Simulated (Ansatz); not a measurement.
A series of calculations on C₄H₈FN

Part 1: Relaxation

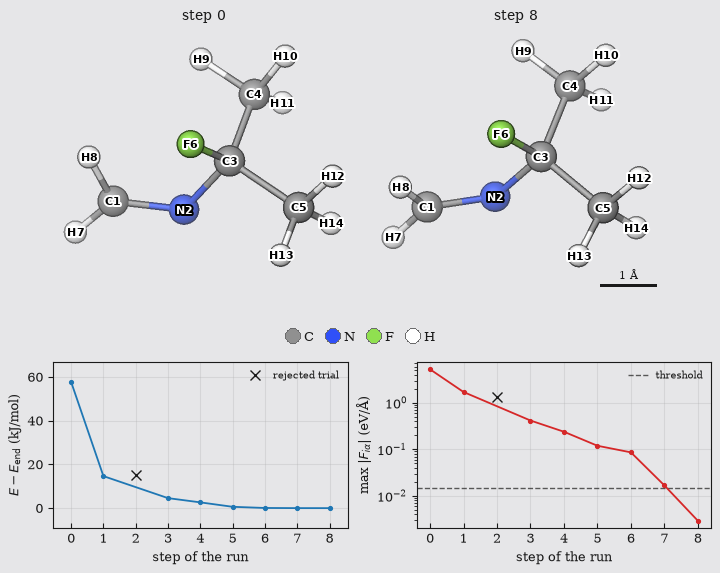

First and last geometry of a relaxation of C₄H₈FN, with the history of the run. The picture is a ball-and-stick view, seen at a tilt.

The run prepares an end point of a later path (torsion) calculation, from a guessed geometry.

Level of theory: RKS BHLYP-D4/6-31G* (Ansatz).

Input
```yaml
crystal:
  periodic: [false, false, false]
  atoms:
    - { symbol: C, position_ang: [-0.4111, -1.4659, 1.5808] }
    - { symbol: "N", position_ang: [0.2934, -1.1112, 0.5794] }
    - { symbol: C, position_ang: [0.0439, 0.2404, 0.0303] }
    - { symbol: C, position_ang: [-0.8965, 0.2048, -1.0621] }
    - { symbol: C, position_ang: [1.4056, 0.7706, -0.485] }
    - { symbol: F, position_ang: [-0.3618, 1.0893, 1.0255] }
    - { symbol: H, position_ang: [-0.3311, -2.4104, 2.0418] }
    - { symbol: H, position_ang: [-1.1929, -0.7413, 1.9903] }
    - { symbol: H, position_ang: [-1.9261, -0.1445, -0.6253] }
    - { symbol: H, position_ang: [-1.1426, 1.196, -1.4445] }
    - { symbol: H, position_ang: [-0.6799, -0.4715, -1.8529] }
    - { symbol: H, position_ang: [1.3062, 1.8047, -0.8346] }
    - { symbol: H, position_ang: [2.0882, 0.8502, 0.3295] }
    - { symbol: H, position_ang: [1.7916, 0.1595, -1.2443] }
basis:
  gaussian: { orbitals: "6-31G*" }
hamiltonian:
  xc: { name: BHLYP }
  dispersion: d4
relax:
  f_tol: 0.015
  max_steps: 40
```

Run as
```bash
ansatz run input.yaml --threads 2 --pin off --max-ram 3072MiB --backend cpu --events-out ev --progress --plain --runs-dir out
```

Read the history and describe the run.

Answer. It converged. Over 7 accepted moves (8 points after the start) the energy falls by 57.7 kJ/mol. Largest force component: 5.2 eV/Å at the start, 0.0029 eV/Å at the end. The line search rejected the trial step at point 2 of the run. H8 moves most after the best rigid fit: 0.62 Å. Largest moves by element: H 0.62 Å, N 0.25 Å, F 0.20 Å, C 0.17 Å. Near-neighbour distances that change, for instance: C4–H9 1.172 → 1.086 Å, C3–C4 1.442 → 1.514 Å, C1–H8 1.142 → 1.084 Å, N2–C3 1.480 → 1.430 Å. Among the angles between lasting bonds that change: H9–C4–H10 101.7° → 108.9°, C3–C4–H11 116.5° → 110.3°, H12–C5–H13 103.4° → 108.9°. Groups turn about N2–C3 by about 25°. The run took 74 s on 2 threads of Intel(R) Xeon(R) Processor @ 2.50GHz (Skylake/Cascade Lake) (shared host), peak memory 0.26 GiB.

```tsv
step	E − E(0), kJ/mol	largest force component, eV/Å	note
0	0.00	5.2370	
1	-43.08	1.7063	
2	-42.48	1.3509	rejected
3	-53.15	0.4165	
4	-55.09	0.2390	
5	-57.12	0.1195	
6	-57.65	0.0863	
7	-57.72	0.0168	
8	-57.73	0.0029
```

Part 2: Relaxation

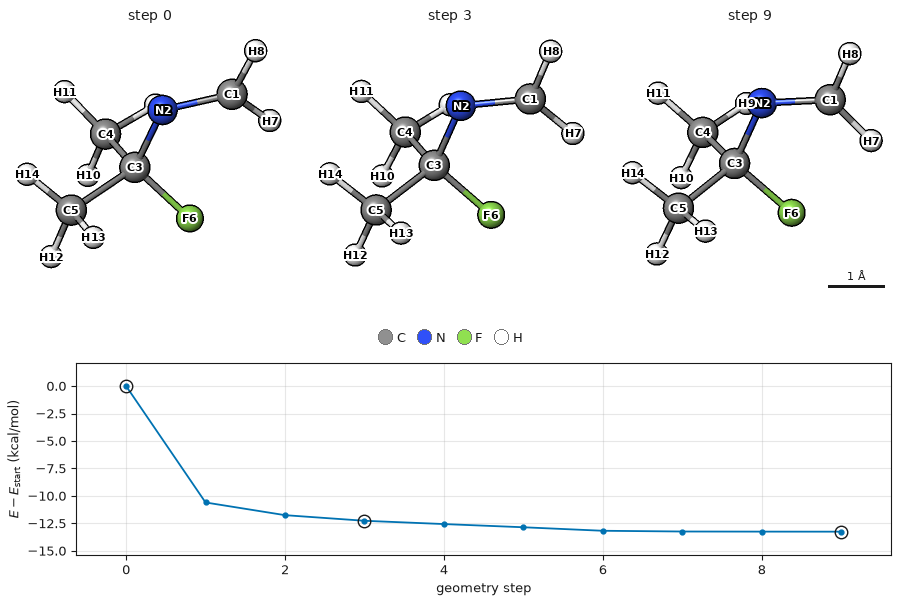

Frames of a relaxation of C₄H₈FN, marked on the history of the run. The picture is a ball-and-stick view, seen from a free direction.

The run prepares an end point of a later path (torsion) calculation, from a guessed geometry.

Theory: RKS BHLYP-D4/6-31G* (Ansatz 0.2.0). Settings: no spin polarisation; force threshold 0.015 eV/Å; at most 40 steps.

What happens along the run?

Answer. Over 9 geometry steps the energy falls by 13.3 kcal/mol. Largest force component: 4.7 eV/Å at the start, 0.013 eV/Å at the end. The atom that moves furthest after the best rigid fit is H7 (0.59 Å). By element the largest moves are H 0.59 Å, N 0.24 Å, F 0.18 Å, C 0.17 Å. Near-neighbour distances that change, for instance: C4–H9 1.172 → 1.086 Å, C3–C4 1.442 → 1.514 Å, C1–H8 1.142 → 1.082 Å, N2–C3 1.480 → 1.431 Å. Among the angles between lasting bonds that change: H9–C4–H10 101.7° → 108.9°, C3–C4–H11 116.5° → 110.3°, H12–C5–H13 103.4° → 108.9°. Groups turn about N2–C3 by about 25°. From step 0 to 3: H7 moves most (0.36 Å), energy −12.3 kcal/mol. From step 3 to 9: H7 moves most (0.24 Å), energy −0.99 kcal/mol.

```
step  E − E(0), kcal/mol  largest force component, eV/Å
   0                0.00                         4.6805
   1              -10.60                         1.3566
   2              -11.75                         0.6508
   3              -12.26                         0.7190
   4              -12.56                         0.5639
   5              -12.85                         0.2745
   6              -13.17                         0.1783
   7              -13.24                         0.0562
   8              -13.25                         0.0707
   9              -13.25                         0.0127
```

Part 3: Path

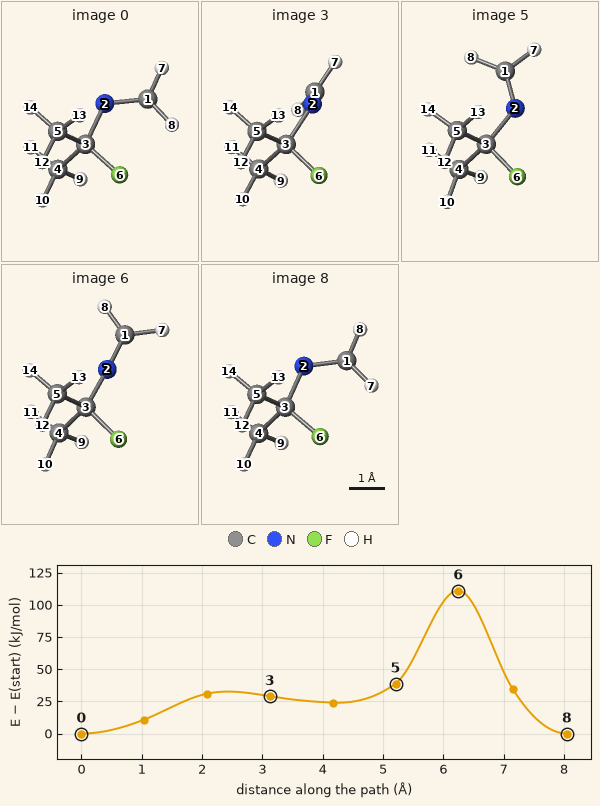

A search for the minimum-energy path of C4H8FN by the nudged elastic band. Images are numbered from 0 (start) to 8 (end). Style: ball-and-stick. Shown from a free direction.

Computed with RKS BHLYP-D4/6-31G* (Ansatz). Run with 7 movable images; climbing image; force threshold 0.05 eV/Å; iteration limit 51; starting path through a guess of the saddle point.

> What happens along the path, and what is the barrier?

The barrier is about 111.2 kJ/mol in both directions, with image 6 at the top; the ends have the same energy. The profile has 2 maxima (images 2, 6) with a dip at image 4 (+24.0 kJ/mol), so the process runs in steps. The path has more than one stage, and so few images may leave a stage unresolved. No bond forms or breaks between the ends. Bond angles that change up to the highest image, for instance: C1–N2–C3 119.7° → 177.6°, N2–C1–H7 118.6° → 122.5°. The band converged in 26 iterations. The largest component of the band force went from 32 to 0.04 eV/Å. The climbing image converged on the top of the path. Its vibrational analysis gives one imaginary mode (402i cm⁻¹), as a transition state must have.
